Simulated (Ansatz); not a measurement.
Consider C₄H₁₃ClO₅W (SMILES C[O][W]([OH])([Cl])([O]C)([O]C)[O]C).

Input

```
crystal:
  periodic: [false, false, false]
  atoms:
    - {symbol: C, position_ang: [1.405710, -2.568779, -0.550734]}
    - {symbol: O, position_ang: [0.400266, -1.884069, 0.139279]}
    - {symbol: W, position_ang: [-0.248944, -0.145725, 0.226108]}
    - {symbol: O, position_ang: [-1.442387, -0.371649, -1.258616]}
    - {symbol: Cl, position_ang: [-1.125503, 2.143021, 0.155418]}
    - {symbol: O, position_ang: [-1.660218, -0.557587, 1.362465]}
    - {symbol: C, position_ang: [-3.047113, -0.454264, 1.389125]}
    - {symbol: O, position_ang: [0.857366, 0.494353, 1.575136]}
    - {symbol: C, position_ang: [1.623804, 1.616411, 1.880569]}
    - {symbol: O, position_ang: [1.033348, 0.450976, -1.034133]}
    - {symbol: C, position_ang: [0.976730, 1.049423, -2.288755]}
    - {symbol: H, position_ang: [2.060323, -3.066411, 0.169575]}
    - {symbol: H, position_ang: [1.991739, -1.870598, -1.156744]}
    - {symbol: H, position_ang: [0.949775, -3.322441, -1.198076]}
    - {symbol: H, position_ang: [-1.903002, 0.393930, -1.609270]}
    - {symbol: H, position_ang: [-3.460308, -0.765931, 0.423476]}
    - {symbol: H, position_ang: [-3.330989, 0.584914, 1.583373]}
    - {symbol: H, position_ang: [-3.441455, -1.094652, 2.181363]}
    - {symbol: H, position_ang: [0.969956, 2.479862, 2.031993]}
    - {symbol: H, position_ang: [2.309439, 1.830488, 1.053665]}
    - {symbol: H, position_ang: [2.194546, 1.420042, 2.791147]}
    - {symbol: H, position_ang: [0.605373, 2.075799, -2.188896]}
    - {symbol: H, position_ang: [1.977599, 1.071764, -2.727525]}
    - {symbol: H, position_ang: [0.303944, 0.491134, -2.949923]}
basis:
  gaussian: {orbitals: def2-TZVPP}
hamiltonian: {xc: pbe0, dispersion: d4}
output: {orbitals: {seedname: orbitals}}
```

Launched as:

```sh
ansatz run in.yaml --threads 11 --pin off --events-out ev --progress --plain --max-ram 120832MiB --backend cuda --devices 0, --max-vram 75GiB
```

Geometry: PBE0-D4/def2-TZVP; core potentials replace the inner electrons of W.

All numbers below come from RKS PBE0-D4/def2-TZVPP in Ansatz 0.2.0.

### What will maps of the electron density and electron localisation function show?

C–O (1.40 Å): ρ is about 2.1 e/Å³ halfway, with its minimum of 1.7 e/Å³ about 0.5 Å from C; the ELF peaks at about 0.85 between the atoms: a shared but strongly polarised pair.
W–O (1.86 Å): ρ is about 1.2 e/Å³ halfway; the ELF peaks at about 0.80 in the valence shell of O, 0.5 Å from its nucleus, and drops to about 0.30 between the two atoms.
W–Cl (2.45 Å): ρ at the midpoint is about 0.54 e/Å³; the ELF peaks at about 0.85 in the valence shell of Cl, 0.8 Å from its nucleus, and is about 0.45 at the midpoint.
W–O (1.89 Å): ρ at the midpoint is about 1.1 e/Å³; the ELF peaks at about 0.85 in the valence shell of O, 0.5 Å from its nucleus, and drops to about 0.25 between the two atoms.

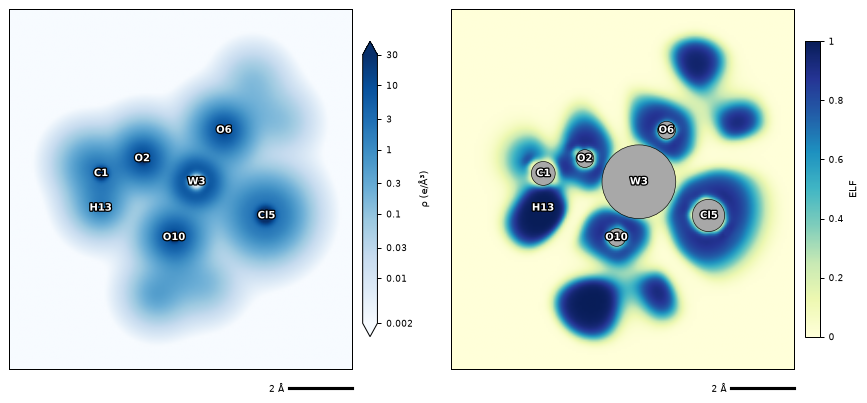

Computed electron density and electron localisation function on the plane of atoms C1, O2 and W3, in this order. Grey discs cover the atomic cores in the ELF map. 
